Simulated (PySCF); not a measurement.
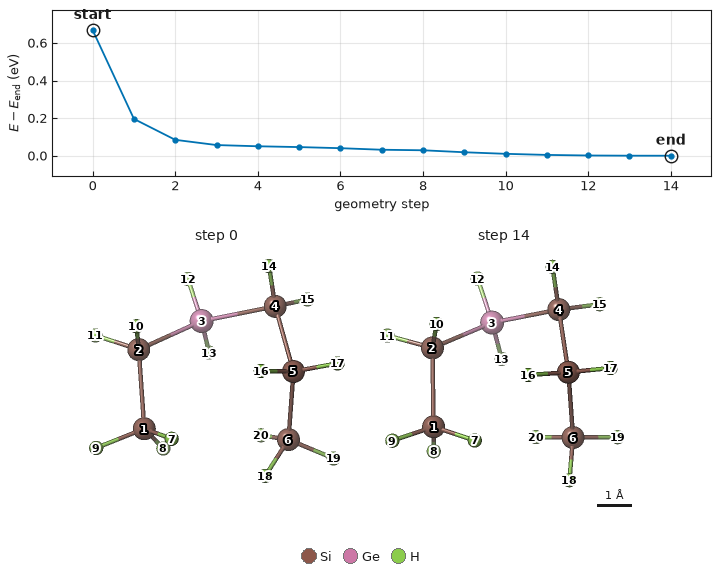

First and last geometry of a relaxation of GeSi5H14, with the history of the run. The picture is a ball-and-stick view, seen at a tilt.

The start comes from GFN2-xTB. Its atoms were then displaced at random by about 0.03 Å.

Method: PySCF 2.14.0, density-fitted response routines, PBE0-D3(BJ)/def2-SVP geometry optimisation, gas phase. 

### Read the history and describe the run.

It converged. Over 14 geometry steps the energy falls by 0.668 eV. The largest move after the best rigid fit is that of H19, 0.76 Å. Largest moves by element: H 0.76 Å, Si 0.40 Å, Ge 0.24 Å. Near-neighbour distances that change, for instance: Si4–H14 1.384 → 1.496 Å, Ge3–Si4 2.487 → 2.386 Å, Si1–H7 1.401 → 1.494 Å, Si5–Si6 2.291 → 2.346 Å. Among the angles between lasting bonds that change: Si2–Ge3–Si4 120.4° → 109.0°, Si4–Si5–Si6 117.6° → 107.7°, H12–Ge3–H13 99.2° → 108.0°. Groups turn about Si5–Si6 by about 30°.
